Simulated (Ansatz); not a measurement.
# SnNH3 + CH4: a complex and its separated parts

The complex below is one end of an elementary step. How strongly is it bound against its free parts?

The runs use Ansatz 0.2.0, Gaussian basis; PBE0-D4/def2-TZVP structures, single points in def2-TZVPP, no counterpoise correction.

Levels: SPW92, PBE-D4, BLYP-D4, r2SCAN-D4, B97M-V, PBE0-D4, B3LYP-D4, r2SCAN0-D4, BHLYP-D4, CAM-B3LYP-D4, wB97X-V, wB97M-V, B2PLYP, PBE-QIDH, RPA on PBE, Hartree-Fock, MP2, CCSD, CCSD(T).

Cores are frozen in the correlated methods. Filled d shells of the heavier atoms are correlated. Core potentials replace the inner electrons past krypton, and spin-orbit coupling is left out. B3LYP uses VWN-RPA correlation. B2PLYP carries no dispersion term here.

50 further runs of the same task are left out: 50 set aside as unsound or not needed. Runs told in other sessions of the task aren't counted.

**1. The starting structure**

The complex: 10 atoms, charge 0, spin multiplicity 1.

Atoms are counted from 1 here; the program's logs count them from 0.

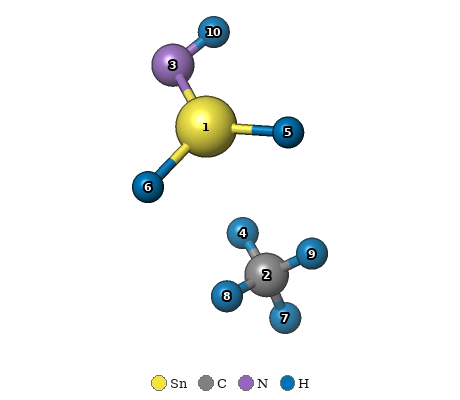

The starting geometry (tin yellow, carbon grey, nitrogen purple, hydrogen blue); atoms are numbered from 1 in the order of the file.

Geometry (Å):

| atom | x (Å) | y (Å) | z (Å) |
| --- | --- | --- | --- |
| Sn1 | -1.6450 | -0.1904 | 0.5728 |
| C2 | 1.8291 | 0.0366 | -0.1750 |
| N3 | -2.3855 | -0.1845 | -1.1733 |
| H4 | 1.2073 | -0.0150 | -1.0694 |
| H5 | -1.3305 | 1.0969 | 1.6611 |
| H6 | -1.2119 | -1.6898 | 1.2491 |
| H7 | 2.8737 | 0.1326 | -0.4705 |
| H8 | 1.7097 | -0.8744 | 0.4127 |
| H9 | 1.5507 | 0.9050 | 0.4238 |
| H10 | -2.5976 | 0.7829 | -1.4313 |

Its parts: SnNH3 holds atoms 1, 3, 5, 6, 10; CH4 holds atoms 2, 4, 7, 8, 9. Each part counts its atoms afresh in its own runs.

**2. Relaxing SnNH3 alone**

relax-a/in.yaml reads:

```yaml
crystal:
  periodic: [false, false, false]
  atoms:
    - {symbol: Sn, position_ang: [-1.644979, -0.190449, 0.572751]}
    - {symbol: N, position_ang: [-2.385458, -0.184482, -1.173261]}
    - {symbol: H, position_ang: [-1.330530, 1.096888, 1.661134]}
    - {symbol: H, position_ang: [-1.211907, -1.689766, 1.249084]}
    - {symbol: H, position_ang: [-2.597631, 0.782926, -1.431281]}
basis:
  gaussian: {orbitals: def2-TZVP}
hamiltonian: {xc: pbe0, dispersion: d4}
relax: {f_tol: 0.005, max_steps: 200}
```

Command:

```sh
$ ansatz run in.yaml --threads 4 --pin off --events-out ev --progress --plain --max-ram 9574MiB
```

What it wrote, shortened:

```text
Functional definition: PBE0
  name "PBE0"
  cite "Adamo & Barone, J. Chem. Phys. 110, 6158 (1999) doi:10.1063/1.478522"
  cite "Perdew, Burke & Ernzerhof, Phys. Rev. Lett. 77, 3865 (1996) doi:10.1103/PhysRevLett.77.3865"
  parent pbe
[...]
748 factors; their error is unknown
[...]
mean field -7366.93288938 eV, -270.7297901983 hartree, gradient 1.2e-5 eV, S^2 0.000000; 0 other end points of the search recorded, 0 dependent functions left out
[...]
reference -7366.93292109 eV, -270.7297913636 hartree; 16, 16 occupied and 83, 83 virtual orbitals, 748 factors
[...]
reference -7366.93301491 eV, -270.7297948116 hartree; 16, 16 occupied and 83, 83 virtual orbitals, 748 factors
Total energy: -7366.99239526 eV, -270.7319769989 hartree
Atom 0 at    -1.649559    -0.191746     0.576201 Å, force    -0.000583    -0.001584    -0.002423 eV/Å
Atom 1 at    -2.384814    -0.183982    -1.171789 Å, force     0.000634     0.002163     0.003231 eV/Å
Atom 2 at    -1.330359     1.098834     1.658389 Å, force    -0.000024    -0.000018     0.000387 eV/Å
Atom 3 at    -1.209894    -1.691303     1.246952 Å, force    -0.000179     0.001050    -0.000315 eV/Å
Atom 4 at    -2.595879     0.783314    -1.431326 Å, force     0.000151    -0.001610    -0.000881 eV/Å
Dipole moment:     0.201781     0.234167     0.539042 e Å
```

Wall time 3.5 s (4 threads of Arm Neoverse V1, shared host).

Relaxation path:

| step | energy from step 1 (eV) | largest force component (eV/Å) |
| --- | --- | --- |
| 1 | 0.0000 | 0.0149 |
| 2 | 0.0001 | 0.0195 |
| 3 | -0.0001 | 0.0058 |
| 4 | -0.0001 | 0.0032 |

Close pairs (by a distance rule), those that changed most:

| bond | before (Å) | after (Å) | change (Å) |
| --- | --- | --- | --- |
| Sn1–H3 | 1.715 | 1.714 | -0.001 |
| Sn1–H4 | 1.701 | 1.701 | -0.000 |
| Sn1–N2 | 1.897 | 1.896 | -0.000 |
| N2–H5 | 1.023 | 1.024 | +0.000 |

**3. Relaxing CH4 alone**

relax-b/in.yaml reads:

```yaml
crystal:
  periodic: [false, false, false]
  atoms:
    - {symbol: C, position_ang: [1.829084, 0.036599, -0.175004]}
    - {symbol: H, position_ang: [1.207298, -0.015014, -1.069387]}
    - {symbol: H, position_ang: [2.873732, 0.132583, -0.470507]}
    - {symbol: H, position_ang: [1.709698, -0.874413, 0.412679]}
    - {symbol: H, position_ang: [1.550691, 0.905027, 0.423794]}
basis:
  gaussian: {orbitals: def2-TZVP}
hamiltonian: {xc: pbe0, dispersion: d4}
relax: {f_tol: 0.005, max_steps: 200}
```

Command:

```sh
$ ansatz run in.yaml --threads 4 --pin off --events-out ev --progress --plain --max-ram 9574MiB
```

What it wrote, shortened:

```text
[... 5 set-up lines as earlier in the session ...]
[...]
356 factors; their error is unknown
[...]
mean field -1101.35559668 eV, -40.4740716523 hartree, gradient 5.8e-5 eV, S^2 0.000000; 0 other end points of the search recorded, 0 dependent functions left out
[...]
Atom 1 at     1.206299    -0.014347    -1.064834 Å, force    -0.000177    -0.000003    -0.000094 eV/Å
Atom 2 at     2.877993     0.132550    -0.473143 Å, force    -0.000090    -0.000015    -0.000011 eV/Å
Atom 3 at     1.705743    -0.871301     0.412484 Å, force    -0.000123    -0.000083     0.000075 eV/Å
Atom 4 at     1.546382     0.900924     0.422752 Å, force    -0.000158     0.000070     0.000074 eV/Å
Dipole moment:     0.000003     0.000000    -0.000000 e Å
```

It took 0.75 s on 4 threads of Arm Neoverse V1, shared host.

The steps of the relaxation:

| step | energy from step 1 (eV) | largest force component (eV/Å) |
| --- | --- | --- |
| 1 | 0.0000 | 0.0874 |
| 2 | -0.0007 | 0.0448 |
| 3 | -0.0008 | 0.0005 |

Distances of close pairs at the start and the end, largest changes first:

| bond | before (Å) | after (Å) | change (Å) |
| --- | --- | --- | --- |
| C1–H5 | 1.091 | 1.090 | -0.001 |
| C1–H4 | 1.091 | 1.090 | -0.001 |
| C1–H2 | 1.091 | 1.090 | -0.001 |
| C1–H3 | 1.090 | 1.090 | -0.000 |

**4. SPW92/def2-TZVPP**

parta/in.yaml reads:

```yaml
crystal:
  periodic: [false, false, false]
  atoms:
    - {symbol: Sn, position_ang: [-1.649559, -0.191746, 0.576201]}
    - {symbol: N, position_ang: [-2.384814, -0.183982, -1.171789]}
    - {symbol: H, position_ang: [-1.330359, 1.098834, 1.658389]}
    - {symbol: H, position_ang: [-1.209894, -1.691303, 1.246952]}
    - {symbol: H, position_ang: [-2.595879, 0.783314, -1.431326]}
basis:
  gaussian: {orbitals: def2-TZVPP}
hamiltonian: {xc: lda}
```

partb/in.yaml reads:

```yaml
crystal:
  periodic: [false, false, false]
  atoms:
    - {symbol: C, position_ang: [1.834087, 0.036955, -0.175684]}
    - {symbol: H, position_ang: [1.206299, -0.014347, -1.064834]}
    - {symbol: H, position_ang: [2.877993, 0.132550, -0.473143]}
    - {symbol: H, position_ang: [1.705743, -0.871301, 0.412484]}
    - {symbol: H, position_ang: [1.546382, 0.900924, 0.422752]}
basis:
  gaussian: {orbitals: def2-TZVPP}
hamiltonian: {xc: lda}
```

One command serves all of them, each in its own folder.

Command:

```sh
$ ansatz run in.yaml --threads 4 --pin off --events-out ev --progress --plain --max-ram 9574MiB
```

Log of parta, shortened:

```text
Functional definition: SPW92
  name "SPW92"
  cite "Dirac, Proc. Camb. Phil. Soc. 26, 376 (1930) doi:10.1017/S0305004100016108"
  cite "Slater, Phys. Rev. 81, 385 (1951) doi:10.1103/PhysRev.81.385"
  cite "Perdew & Wang, Phys. Rev. B 45, 13244 (1992) doi:10.1103/PhysRevB.45.13244"
[...]
720 factors; their error is unknown
[...]
mean field -7346.82220454 eV, -269.9907361620 hartree, gradient 1.9e-5 eV, S^2 0.000000; 0 other end points of the search recorded, 0 dependent functions left out
reference -7346.82224435 eV, -269.9907376250 hartree; 16, 16 occupied and 107, 107 virtual orbitals, 720 factors
Total energy: -7346.82224435 eV, -269.9907376250 hartree
```

Output in partb, shortened:

```text
[... 5 set-up lines as earlier in the session ...]
[...]
416 factors; their error is unknown
[...]
mean field -1091.60442951 eV, -40.1157228684 hartree, gradient 3.8e-5 eV, S^2 0.000000; 0 other end points of the search recorded, 0 dependent functions left out
reference -1091.60445550 eV, -40.1157238237 hartree; 5, 5 occupied and 82, 82 virtual orbitals, 416 factors
Total energy: -1091.60445550 eV, -40.1157238237 hartree
```

Times: 0.4 s (parta), 0.2 s (partb) on 4 threads of Arm Neoverse V1, shared host.

**5. PBE-D4/def2-TZVPP**

Each input of step 4 (parta, partb) changes in the same lines:

```diff
-hamiltonian: {xc: lda}
+hamiltonian: {xc: pbe, dispersion: d4}
```

The same command starts each run, in its folder.

Command:

```sh
$ ansatz run in.yaml --threads 4 --pin off --events-out ev --progress --plain --max-ram 9574MiB
```

Output in parta, shortened:

```text
Functional definition: PBE
  name "PBE"
[... 2 set-up lines as earlier in the session ...]
[...]
720 factors; their error is unknown
[...]
mean field -7366.91222632 eV, -270.7290308448 hartree, gradient 1.2e-5 eV, S^2 0.000000; 0 other end points of the search recorded, 0 dependent functions left out
reference -7366.91226877 eV, -270.7290324049 hartree; 16, 16 occupied and 107, 107 virtual orbitals, 720 factors
Total energy: -7366.98347580 eV, -270.7316492150 hartree
```

Output in partb, shortened:

```text
[... 4 set-up lines as earlier in the session ...]
[...]
416 factors; their error is unknown
[...]
mean field -1101.08956724 eV, -40.4642952507 hartree, gradient 9.0e-6 eV, S^2 0.000000; 0 other end points of the search recorded, 0 dependent functions left out
reference -1101.08959544 eV, -40.4642962871 hartree; 5, 5 occupied and 82, 82 virtual orbitals, 416 factors
Total energy: -1101.11336609 eV, -40.4651698423 hartree
```

They took 0.6 s (parta), 0.25 s (partb) on 4 threads of Arm Neoverse V1, shared host.

**6. BLYP-D4/def2-TZVPP**

The same edit goes into each in.yaml of step 5 (parta, partb):

```diff
-hamiltonian: {xc: pbe, dispersion: d4}
+hamiltonian: {xc: {name: BLYP}, dispersion: d4}
```

Each run has its own folder and the same command.

Command:

```sh
$ ansatz run in.yaml --threads 4 --pin off --events-out ev --progress --plain --max-ram 9574MiB
```

Output in parta, shortened:

```text
Functional definition: BLYP
  name "BLYP"
  cite "Becke, Phys. Rev. A 38, 3098 (1988) doi:10.1103/PhysRevA.38.3098"
  cite "Lee, Yang & Parr, Phys. Rev. B 37, 785 (1988) doi:10.1103/PhysRevB.37.785"
[...]
720 factors; their error is unknown
[...]
mean field -7367.00065293 eV, -270.7322804627 hartree, gradient 2.1e-5 eV, S^2 0.000000; 0 other end points of the search recorded, 0 dependent functions left out
reference -7367.00096313 eV, -270.7322918626 hartree; 16, 16 occupied and 107, 107 virtual orbitals, 720 factors
Total energy: -7367.15823393 eV, -270.7380714576 hartree
```

partb printed, shortened:

```text
[... 4 set-up lines as earlier in the session ...]
[...]
416 factors; their error is unknown
[...]
mean field -1102.10481997 eV, -40.5016051003 hartree, gradient 2.4e-5 eV, S^2 0.000000; 0 other end points of the search recorded, 0 dependent functions left out
reference -1102.10507272 eV, -40.5016143889 hartree; 5, 5 occupied and 82, 82 virtual orbitals, 416 factors
Total energy: -1102.16218925 eV, -40.5037133826 hartree
```

Wall times: 0.6 s (parta), 0.25 s (partb) on 4 threads of Arm Neoverse V1, shared host.

**7. r2SCAN-D4/def2-TZVPP**

Each input of step 6 (parta, partb) changes in the same lines:

```diff
-hamiltonian: {xc: {name: BLYP}, dispersion: d4}
+hamiltonian: {xc: r2scan, dispersion: d4}
```

One command serves all of them, each in its own folder.

Command:

```sh
$ ansatz run in.yaml --threads 4 --pin off --events-out ev --progress --plain --max-ram 9574MiB
```

Output in parta, shortened:

```text
Functional definition: r2SCAN
  name "r2SCAN"
  cite "Furness, Kaplan, Ning, Perdew & Sun, J. Phys. Chem. Lett. 11, 8208 (2020) doi:10.1021/acs.jpclett.0c02405"
  cite "Furness, Kaplan, Ning, Perdew & Sun, J. Phys. Chem. Lett. 11, 9248 (2020) doi:10.1021/acs.jpclett.0c03077"
  parent r2scan
[...]
720 factors; their error is unknown
[...]
mean field -7370.04734175 eV, -270.8442442119 hartree, gradient 4.4e-5 eV, S^2 0.000000; 0 other end points of the search recorded, 0 dependent functions left out
reference -7370.04735540 eV, -270.8442447133 hartree; 16, 16 occupied and 107, 107 virtual orbitals, 720 factors
Total energy: -7370.06278223 eV, -270.8448116390 hartree
```

Output in partb, shortened:

```text
[... 5 set-up lines as earlier in the session ...]
[...]
416 factors; their error is unknown
[...]
mean field -1102.08488524 eV, -40.5008725127 hartree, gradient 4.9e-5 eV, S^2 0.000000; 0 other end points of the search recorded, 0 dependent functions left out
reference -1102.08489335 eV, -40.5008728105 hartree; 5, 5 occupied and 82, 82 virtual orbitals, 416 factors
Total energy: -1102.09054341 eV, -40.5010804464 hartree
```

They took 1.2 s (parta), 0.6 s (partb) on 4 threads of Arm Neoverse V1, shared host.

**8. B97M-V/def2-TZVPP**

The same edit goes into each in.yaml of step 7 (parta, partb):

```diff
-hamiltonian: {xc: r2scan, dispersion: d4}
+hamiltonian: {xc: {name: B97M-V}}
```

Each run has its own folder and the same command.

Command:

```sh
$ ansatz run in.yaml --threads 4 --pin off --events-out ev --progress --plain --max-ram 9574MiB
```

Log of parta, shortened:

```text
Functional definition: B97M-V
  name "B97M-V"
  cite "Mardirossian & Head-Gordon, J. Chem. Phys. 142, 074111 (2015) doi:10.1063/1.4907719"
  cite "Becke, J. Chem. Phys. 107, 8554 (1997) doi:10.1063/1.475007"
  cite "Vydrov & Van Voorhis, J. Chem. Phys. 133, 244103 (2010) doi:10.1063/1.3521275"
  # Of w^i u^j: cxij and so on, Table III.
[...]
  gx(w, u) = cx00 + cx01*u + cx02*u^2 + (cx10 + cx11*u)*w
[...]
  gos(w, u) = cos00 + cos01*u + cos03*u^3 + cos10*w + cos32*w^3*u^2
[...]
      + integral(e_c_pw_mod_opposite_spin*gos(b97_w_opposite, b97_u_opposite)) + vv10(b, c)
720 factors; their error is unknown
[...]
mean field -7368.57256201 eV, -270.7900470562 hartree, gradient 2.9e-5 eV, S^2 0.000000; 0 other end points of the search recorded, 0 dependent functions left out
reference -7368.57262661 eV, -270.7900494300 hartree; 16, 16 occupied and 107, 107 virtual orbitals, 720 factors
Total energy: -7368.57262661 eV, -270.7900494300 hartree
```

Log of partb, shortened:

```text
[... 5 set-up lines as earlier in the session ...]
  # Of w^i u^j: cxij and so on, Table III.
[...]
  gx(w, u) = cx00 + cx01*u + cx02*u^2 + (cx10 + cx11*u)*w
[...]
  gos(w, u) = cos00 + cos01*u + cos03*u^3 + cos10*w + cos32*w^3*u^2
[...]
      + integral(e_c_pw_mod_opposite_spin*gos(b97_w_opposite, b97_u_opposite)) + vv10(b, c)
416 factors; their error is unknown
[...]
mean field -1102.89600189 eV, -40.5306804996 hartree, gradient 2.9e-5 eV, S^2 0.000000; 0 other end points of the search recorded, 0 dependent functions left out
reference -1102.89604179 eV, -40.5306819659 hartree; 5, 5 occupied and 82, 82 virtual orbitals, 416 factors
Total energy: -1102.89604179 eV, -40.5306819659 hartree
```

Wall times: 2.2 s (parta), 0.9 s (partb) on 4 threads of Arm Neoverse V1, shared host.

**9. PBE0-D4/def2-TZVPP**

The same edit goes into each in.yaml of step 8 (parta, partb):

```diff
-hamiltonian: {xc: {name: B97M-V}}
+hamiltonian: {xc: pbe0, dispersion: d4}
+output: {orbitals: {seedname: orbitals}}
```

Each run has its own folder and the same command.

Command:

```sh
$ ansatz run in.yaml --threads 4 --pin off --events-out ev --progress --plain --max-ram 9574MiB
```

parta printed, shortened:

```text
[... 5 set-up lines as earlier in the session ...]
[...]
793 factors; their error is unknown
[...]
mean field -7366.97301705 eV, -270.7312648630 hartree, gradient 5.5e-5 eV, S^2 0.000000; 0 other end points of the search recorded, 0 dependent functions left out
reference -7366.97304836 eV, -270.7312660136 hartree; 16, 16 occupied and 107, 107 virtual orbitals, 793 factors
Total energy: -7367.03242871 eV, -270.7334482010 hartree
```

partb printed, shortened:

```text
[... 5 set-up lines as earlier in the session ...]
[...]
416 factors; their error is unknown
[...]
mean field -1101.39210675 eV, -40.4754133728 hartree, gradient 1.8e-5 eV, S^2 0.000000; 0 other end points of the search recorded, 0 dependent functions left out
reference -1101.39212748 eV, -40.4754141344 hartree; 5, 5 occupied and 82, 82 virtual orbitals, 416 factors
Total energy: -1101.41121766 eV, -40.4761156856 hartree
```

Wall times: 0.7 s (parta), 0.25 s (partb) on 4 threads of Arm Neoverse V1, shared host.

**10. B3LYP-D4/def2-TZVPP**

The same edit goes into each in.yaml of step 9 (parta, partb):

```diff
-hamiltonian: {xc: pbe0, dispersion: d4}
-output: {orbitals: {seedname: orbitals}}
+hamiltonian: {xc: {name: B3LYP}, dispersion: d4}
```

Each run has its own folder and the same command.

Command:

```sh
$ ansatz run in.yaml --threads 4 --pin off --events-out ev --progress --plain --max-ram 9574MiB
```

parta printed, shortened:

```text
Functional definition: B3LYP
  name "B3LYP"
  cite "Stephens, Devlin, Chabalowski & Frisch, J. Phys. Chem. 98, 11623 (1994) doi:10.1021/j100096a001"
[... 2 set-up lines as earlier in the session ...]
  cite "Vosko, Wilk & Nusair, Can. J. Phys. 58, 1200 (1980) doi:10.1139/p80-159"
[...]
764 factors; their error is unknown
[...]
mean field -7370.82498517 eV, -270.8728220804 hartree, gradient 4.4e-5 eV, S^2 0.000000; 0 other end points of the search recorded, 0 dependent functions left out
reference -7370.82521532 eV, -270.8728305383 hartree; 16, 16 occupied and 107, 107 virtual orbitals, 764 factors
Total energy: -7370.94216431 eV, -270.8771283343 hartree
```

Log of partb, shortened:

```text
[... 6 set-up lines as earlier in the session ...]
[...]
416 factors; their error is unknown
[...]
mean field -1103.12534667 eV, -40.5391087648 hartree, gradient 2.3e-5 eV, S^2 0.000000; 0 other end points of the search recorded, 0 dependent functions left out
reference -1103.12553239 eV, -40.5391155901 hartree; 5, 5 occupied and 82, 82 virtual orbitals, 416 factors
Total energy: -1103.16334403 eV, -40.5405051420 hartree
```

They took 0.7 s (parta), 0.25 s (partb) on 4 threads of Arm Neoverse V1, shared host.

**11. r2SCAN0-D4/def2-TZVPP**

Each input of step 10 (parta, partb) changes in the same lines:

```diff
-hamiltonian: {xc: {name: B3LYP}, dispersion: d4}
+hamiltonian: {xc: {name: r2SCAN0}, dispersion: d4}
```

One command serves all of them, each in its own folder.

Command:

```sh
$ ansatz run in.yaml --threads 4 --pin off --events-out ev --progress --plain --max-ram 9574MiB
```

Log of parta, shortened:

```text
Functional definition: r2SCAN0
  name "r2SCAN0"
  cite "Bursch, Neugebauer, Ehlert & Grimme, J. Chem. Phys. 156, 134105 (2022) doi:10.1063/5.0086040"
[... 3 set-up lines as earlier in the session ...]
[...]
793 factors; their error is unknown
[...]
mean field -7368.83723765 eV, -270.7997737063 hartree, gradient 1.4e-5 eV, S^2 0.000000; 0 other end points of the search recorded, 0 dependent functions left out
reference -7368.83724850 eV, -270.7997741052 hartree; 16, 16 occupied and 107, 107 virtual orbitals, 793 factors
Total energy: -7368.85593164 eV, -270.8004606979 hartree
```

Output in partb, shortened:

```text
[... 6 set-up lines as earlier in the session ...]
[...]
416 factors; their error is unknown
[...]
mean field -1102.01585102 eV, -40.4983355518 hartree, gradient 4.8e-5 eV, S^2 0.000000; 0 other end points of the search recorded, 0 dependent functions left out
reference -1102.01585745 eV, -40.4983357881 hartree; 5, 5 occupied and 82, 82 virtual orbitals, 416 factors
Total energy: -1102.02213237 eV, -40.4985663870 hartree
```

Wall times: 1.4 s (parta), 0.55 s (partb) on 4 threads of Arm Neoverse V1, shared host.

**12. BHLYP-D4/def2-TZVPP**

Each input of step 11 (parta, partb) changes in the same lines:

```diff
-hamiltonian: {xc: {name: r2SCAN0}, dispersion: d4}
+hamiltonian: {xc: {name: BHLYP}, dispersion: d4}
```

Each run has its own folder and the same command.

Command:

```sh
$ ansatz run in.yaml --threads 4 --pin off --events-out ev --progress --plain --max-ram 9574MiB
```

Log of parta, shortened:

```text
Functional definition: BHLYP
  name "BHLYP"
  cite "Becke, J. Chem. Phys. 98, 1372 (1993) doi:10.1063/1.464304"
[... 2 set-up lines as earlier in the session ...]
[...]
830 factors; their error is unknown
[...]
mean field -7365.57262592 eV, -270.6798014380 hartree, gradient 5.3e-5 eV, S^2 0.000000; 0 other end points of the search recorded, 0 dependent functions left out
reference -7365.57277970 eV, -270.6798070895 hartree; 16, 16 occupied and 107, 107 virtual orbitals, 830 factors
Total energy: -7365.66978743 eV, -270.6833720578 hartree
```

Log of partb, shortened:

```text
[... 5 set-up lines as earlier in the session ...]
[...]
457 factors; their error is unknown
[...]
mean field -1102.12975100 eV, -40.5025212988 hartree, gradient 7.6e-5 eV, S^2 0.000000; 0 other end points of the search recorded, 0 dependent functions left out
reference -1102.12987577 eV, -40.5025258839 hartree; 5, 5 occupied and 82, 82 virtual orbitals, 457 factors
Total energy: -1102.15263649 eV, -40.5033623250 hartree
```

Wall times: 0.7 s (parta), 0.25 s (partb) on 4 threads of Arm Neoverse V1, shared host.

[end of part 1 of 2]
